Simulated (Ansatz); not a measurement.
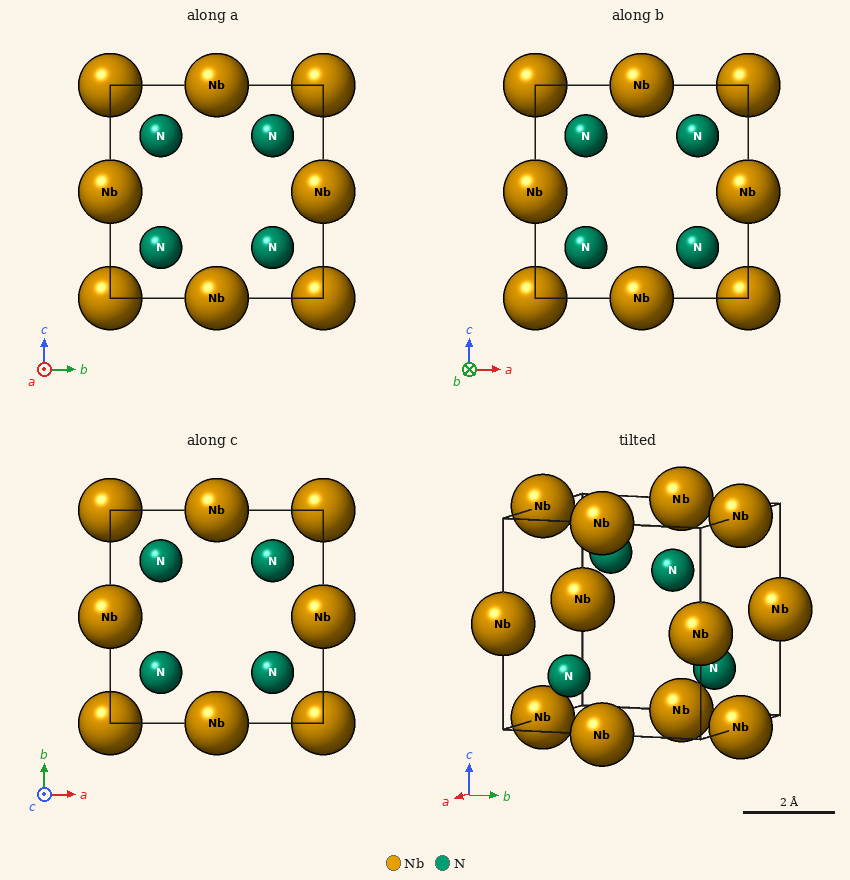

View along the a axis, along the b axis, along the c axis and slightly off an axis, drawn as a spheres-only model. The frame is the conventional unit cell; atoms at its boundary are shown with their periodic copies.

Lattice parameters: a = 4.716 Å, b = 4.716 Å, c = 4.716 Å, α = 90.00°, β = 90.00°, γ = 90.00°. Put a along x and b in the xy plane.

**Reconstruct the structure as a POSCAR file, with free fractional coordinates to two decimals.**

```
Nb N
1.0
     4.716    0.000    0.000
     0.000    4.716    0.000
     0.000    0.000    4.716
Nb N
3 4
Direct
  0.00 0.00 0.50
  0.50 0.00 0.00
  0.00 0.50 0.00
  0.76 0.24 0.24
  0.24 0.76 0.24
  0.24 0.24 0.76
  0.76 0.76 0.76
```

The structure comes from a structure type filled with these elements by a generator (whether the compound takes this form wasn't checked). Atoms and cell were optimised with Ansatz, DFT PBE, scalar-relativistic, plane waves, PAW.
